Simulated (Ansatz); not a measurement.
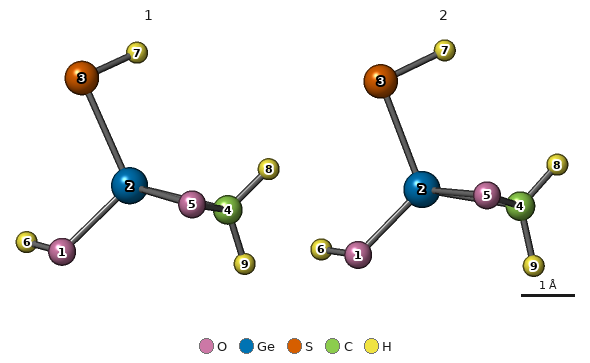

Two geometries of CH$_{4}$GeO$_{2}$S (coarse preliminary run), drawn at one scale. One is the start of a relaxation, the other its converged end. The picture is a ball-and-stick view, seen face on.

Theory: RKS PBE-D4/def2-SVP in Ansatz. (force threshold 0.03 eV/Å; at most 200 steps)

Which of the two is the end point?

Answer. Structure 1 is the relaxed one. The start comes from a force field. The largest move after the best rigid fit is that of H7, 0.36 Å. By element the largest moves are H 0.36 Å, O 0.22 Å, Ge 0.18 Å, S 0.10 Å, C 0.10 Å. Among the contacts that change: C4–O5 1.368 → 1.452 Å, S3–H7 1.414 → 1.363 Å, C4–H9 1.159 → 1.111 Å, Ge2–S3 2.189 → 2.231 Å. Bond angles that change, for instance: S3–Ge2–O5 106.1° → 117.7°, H8–C4–H9 123.9° → 112.8°, O5–C4–H9 106.2° → 115.7°. Over 12 accepted moves (13 points after the start) the energy falls by 0.439 eV. Largest force component: 2.3 eV/Å at the start, 0.02 eV/Å at the end. The line search rejected the trial step at point 4 of the run. The forces were under the threshold at step 8, but the run went on from there. The run took 19 s on 4 threads of Arm Neoverse V1 (shared host).
